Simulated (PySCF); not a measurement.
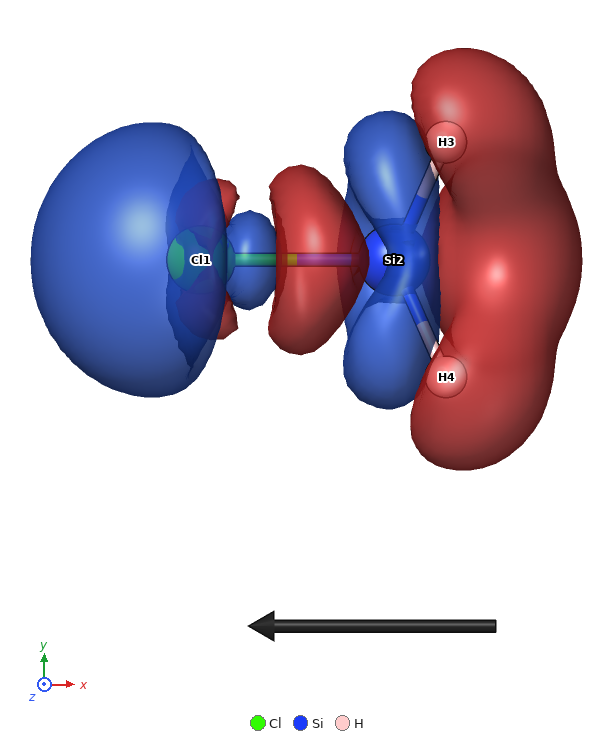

Figure 1: ClH$_{2}$Si, doublet, SMILES `Cl[SiH2]`. Change of the electron density in a uniform field of 0.26 V/Å along −x (arrow), surfaces at ±0.001 e/Å³ (red: gain, blue: loss).

Computed with PySCF, BP86/6-311+G**, geometry: GFN2-xTB. No frequency check shows the geometry to be a minimum. The basis has diffuse s and p functions alone, which still leaves polarisabilities too small, most of all across bonds. The stability of the open-shell solution wasn't checked. GFN2-xTB bond lengths at metals and heavier atoms can be off by up to 0.1 Å and shapes distorted, which carries into these values. GFN2-xTB doesn't know the spin state, so this open-shell geometry is rough.

Coordinates in Å:

```
Cl1     -1.0114   -0.0000    0.0149
Si2      1.0081   -0.0001   -0.0871
H3       1.5392    1.2254    0.4826
H4       1.5401   -1.2240    0.4832
```

What dipole is induced, and what polarisability does it imply?

The induced dipole is 0.60 D (along the field); α along this axis, from the fields in both directions, is 47 bohr³ (6.9 Å³).

Which atoms gain and lose the most charge?

Electrons gather most on Si2 (Hirshfeld charge changes by −0.016 e) and leave Cl1 most (+0.030 e); 0.046 electrons are displaced in all.
